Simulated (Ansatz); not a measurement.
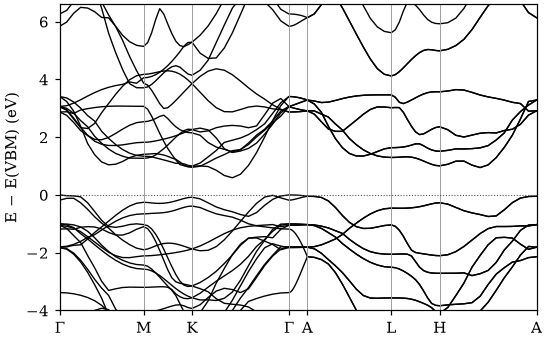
Figure. Band structure from plane-wave PAW PBE+D3(BJ) (Ansatz code)

Problem. Read off the gap and where the band edges lie.

Solution. About 0.6 eV (0.59 eV by a search for the band edges); maximum at Γ, minimum on the K–Γ line, 41 % of the way from K.

The material is Te$_{2}$Mo in space group P6_3/mmc (No. 194; Te on 4f, Mo on 2c).

The cell was relaxed with PBE+D3(BJ) under the symmetry of its start. The run is not spin-polarised. Scalar-relativistic: spin–orbit coupling is off unless named, which matters more the heavier the elements.

Potentials: the later of the program's two PAW sets.
